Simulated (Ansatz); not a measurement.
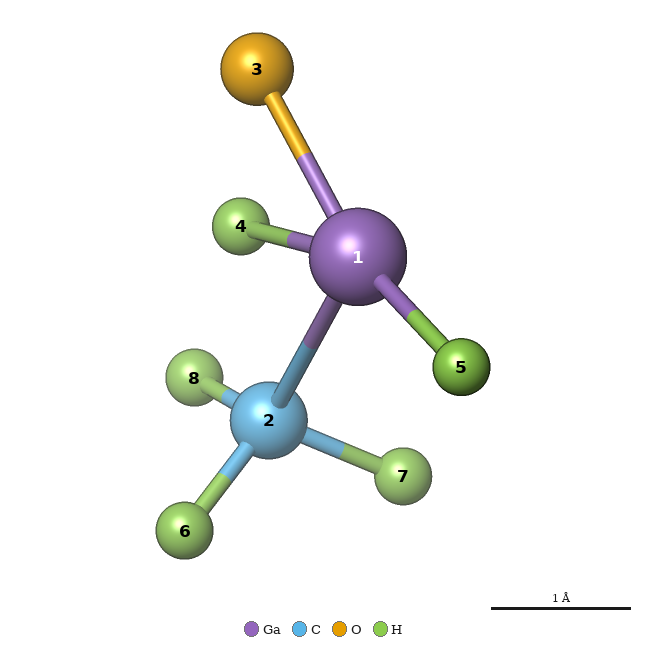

(Drawn from a calculation with Ansatz.)

Orthographic view. Distant atoms are faded towards the background colour. Geometry: start.

Write the connection table.

Ga1: C2, O3, H4, H5
C2: Ga1, H6, H7, H8
O3: Ga1
H4: Ga1
H5: Ga1
H6: C2
H7: C2
H8: C2
